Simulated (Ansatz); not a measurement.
```
CELL_PARAMETERS angstrom
-2.47201 4.28165 0.00000
4.94402 0.00000 0.00000
0.00000 0.00000 -13.33573
ATOMIC_POSITIONS crystal
Al 0.33333 0.66667 0.81620
Al 0.66667 0.33333 0.48287
Al 0.00000 0.00000 0.14953
Ga 0.66667 0.33333 0.69230
Ga 0.00000 0.00000 0.35897
Ga 0.33333 0.66667 0.02564
Ga 0.66667 0.33333 0.97791
Ga 0.00000 0.00000 0.64457
Ga 0.33333 0.66667 0.31124
Ga 0.00000 0.00000 0.85502
Ga 0.33333 0.66667 0.52169
Ga 0.66667 0.33333 0.18835
O 0.03317 0.66253 0.91396
O 0.36650 0.32920 0.58063
O 0.69984 0.99587 0.24729
O 0.68392 0.69777 0.75001
O 0.01725 0.36443 0.41667
O 0.35059 0.03110 0.08334
O 0.62937 0.96683 0.91396
O 0.96270 0.63350 0.58063
O 0.29603 0.30016 0.24729
O 0.33747 0.37063 0.91396
O 0.67080 0.03730 0.58063
O 0.00413 0.70397 0.24729
O 0.01384 0.31608 0.75001
O 0.34718 0.98275 0.41667
O 0.68051 0.64941 0.08334
O 0.30223 0.98616 0.75001
O 0.63557 0.65282 0.41667
O 0.96890 0.31949 0.08334
```

Space group R3; a structure from a database of computed crystals, not necessarily the ambient phase; started from the corundum host prototype, which need not be the ambient phase.

These are results of Ansatz 0.2.0, DFT, PBEsol, plane waves, PAW, not measurements.

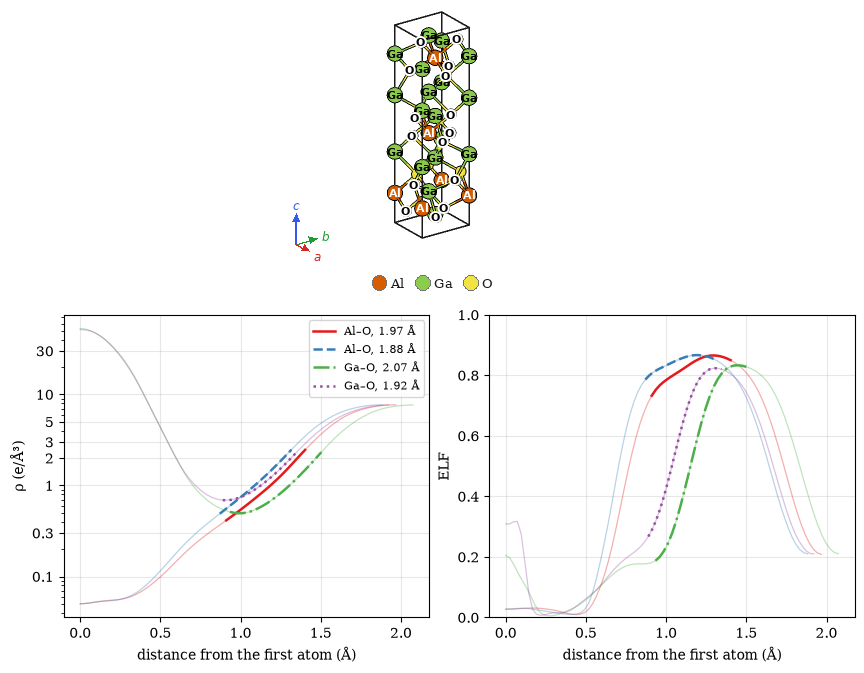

AlGa$_{3}$O$_{6}$. Valence electron density and electron localisation function along straight lines between neighbouring atoms. Thin, pale parts lie inside the atomic spheres. The structure is drawn too.

Core electrons are frozen (PAW), and the valence fields are smoothed inside the atomic spheres.

What can be read from the curves?

Answer. Al–O (1.97 Å): ρ at the midpoint is about 0.52 e/Å³; the ELF peaks at about 0.85 in the valence shell of O, 0.7 Å from its nucleus, and is about 0.80 at the midpoint.
Al–O (1.88 Å): ρ at the midpoint is about 0.61 e/Å³; the ELF peaks at about 0.85 in the valence shell of O, 0.7 Å from its nucleus, and is about 0.80 at the midpoint.
Ga–O (2.07 Å): ρ at the midpoint is about 0.5 e/Å³; the ELF peaks at about 0.85 in the valence shell of O, 0.6 Å from its nucleus, and is about 0.30 at the midpoint: no localised pair shows between them.
Ga–O (1.92 Å): ρ is about 0.71 e/Å³ halfway; the ELF peaks at about 0.80 in the valence shell of O, 0.6 Å from its nucleus, and is about 0.35 at the midpoint.
